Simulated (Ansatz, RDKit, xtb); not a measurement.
**C3H8F2Si: ranking a sample of isomers**

A sample of isomers of C3H8F2Si is drawn. Aim: find which of them has the lowest free energy at 298.15 K, then its properties. The sample is small against all isomers, and the most stable one of this formula need not be in it.

Plan: many cheap relaxations first (GFN2-xTB), then density-functional screening, relaxation at PBE0-D3(BJ)/def2-SVP, vibrations (at GFN2-xTB) and a final energy. The numbers are computed, not measured.

**1. Drawing up candidates**

Isomers were taken from a list of plausible structures; this is a sample, not all of them. That gives 7 candidates.

| label | SMILES | spin |
| --- | --- | --- |
| c219 | CC[SiH2]C(F)F | singlet |
| c222 | CC(C)[SiH](F)F | singlet |
| c314 | CC[Si](C)(F)F | singlet |
| c333 | CC[Si@H](F)CF | singlet |
| c502 | C[C@H](F)C[SiH2]F | singlet |
| c539 | C[SiH2]C(C)(F)F | singlet |
| c848 | FC(F)CC[SiH3] | singlet |

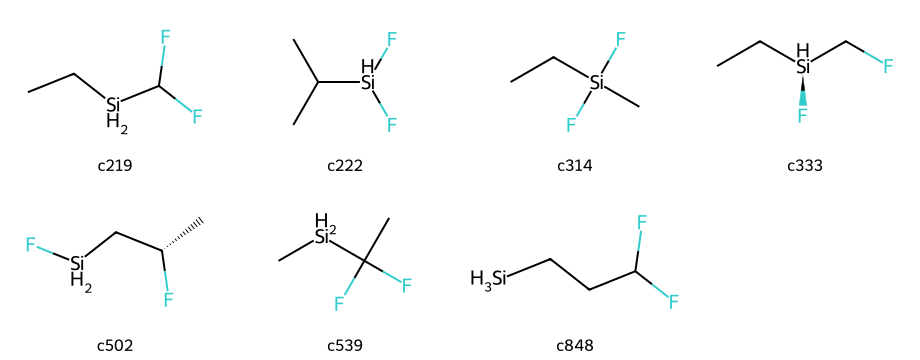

Structural formulas of the candidates.

Candidates are built by distance geometry, with a force field where one applies, in up to four conformers (letters a to d).

**Question.** With final energies at CCSD(T)/def2-SVP + MP2/def2-TZVPP - MP2/def2-SVP, which structure will this search put lowest in free energy, and by what margin?

| quantity | value |
| --- | --- |
| lowest structure found | CC[Si](C)(F)F, singlet |
| next finalist | CC(C)[SiH](F)F, singlet, 13.6 kcal/mol higher in G |
| share at equilibrium, among the finalists | 100.0 % |

`CC[Si](C)(F)F` comes out lowest. Among the finalists first place is clear (13.6 kcal/mol); structures outside the list aren't covered. HF/STO-3G, r2SCAN-D4/def2-SVP, PBE0-D3(BJ)/def2-SVP, HF/def2-SVP and MP2/def2-SVP already put its bonding pattern lowest among the structures in one piece; GFN2-xTB favours the singlet CC(C)[SiH](F)F. Lowest found is not proven lowest: the search is finite, and each finalist counts with one conformer. Only 7 drawn patterns were tried, so whole families of isomers are missing, and the result ranks this sample alone. The lowest isomer need not be the one that is made and kept in a bottle, which depends on barriers.
